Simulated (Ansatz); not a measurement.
# ZrS2, pressure series

Start from ZrS₂ in the CdI2 type structure (space group P-3m1, No. 164; a = 3.6743 Å, c = 5.8603 Å; layered, stacked along the Cartesian z axis).

Cell and atoms are relaxed at each pressure.

Method: Ansatz (a program for electronic structure) r2SCAN+rVV10, scalar-relativistic without spin-orbit coupling.

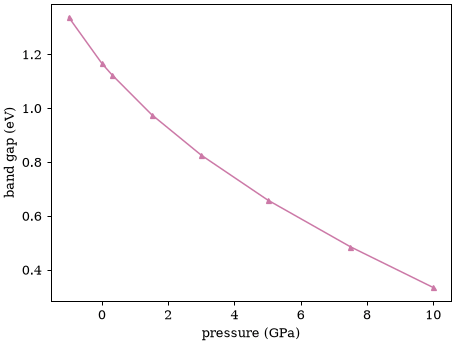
Fig. 1. Band gap against pressure

```
pressure (GPa)  band gap
--------------  --------
-1               1.34 eV
0.3              1.12 eV
1.5              0.98 eV
3                0.83 eV
5                0.66 eV
7.5              0.49 eV
10               0.33 eV
```

Load acts through the strain it causes; cell and atoms are relaxed under it. Stability against distortions was not tested. Competing high-pressure phases were not computed.
